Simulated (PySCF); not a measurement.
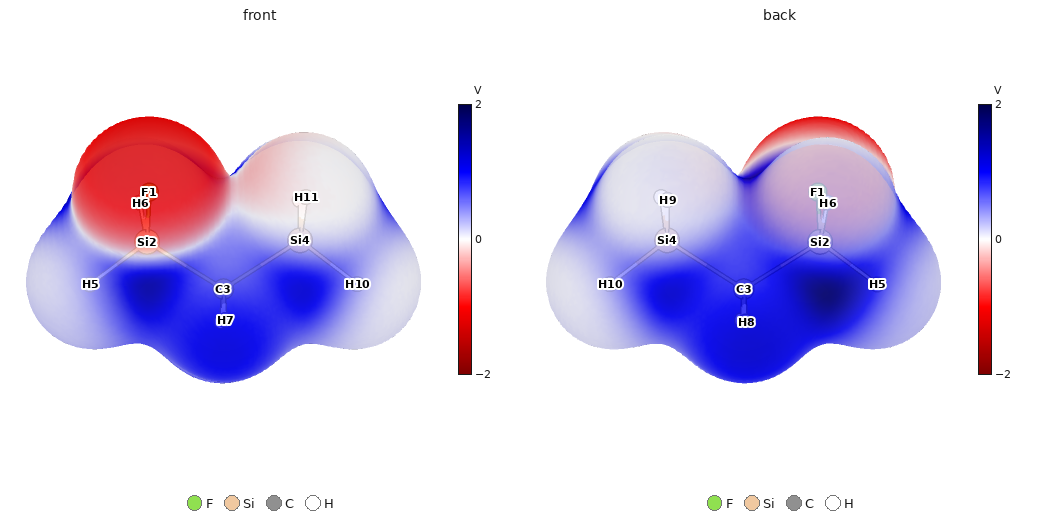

Figure 1: CH$_{7}$FSi$_{2}$ (SMILES F[SiH2]C[SiH3]). The molecular electrostatic potential painted on the density surface at 0.002 e/bohr³, seen from the front and from behind; the colour scale runs from red (negative) to blue (positive).

Geometry: PBE0-D3(BJ)/def2-SVP.

Method: PySCF 2.14.0, PBE0/pcSseg-1, SCF density, gas phase, non-relativistic.

```xyz
11

F     1.5968    1.6784   -0.2094
Si    1.6359    0.0811    0.1080
C     0.0773   -0.7001   -0.5461
Si   -1.5388    0.0130    0.1139
H     2.8478   -0.4781   -0.5568
H     1.7348   -0.0822    1.5865
H     0.0772   -0.6261   -1.6473
H     0.1130   -1.7767   -0.2992
H    -1.5836   -0.1296    1.6017
H    -2.7044   -0.7181   -0.4711
H    -1.6545    1.4599   -0.2330
```

Which sites attract a positive test charge, and which a negative one?

Answer. A positive charge is drawn to the negative regions and a negative charge to the positive ones. The most negative region (about −1.1 V) lies over F1, the most positive (about +1.7 V) over Si2.

What dipole moment does the calculation give?

Answer. Its dipole moment is 1.98 D.
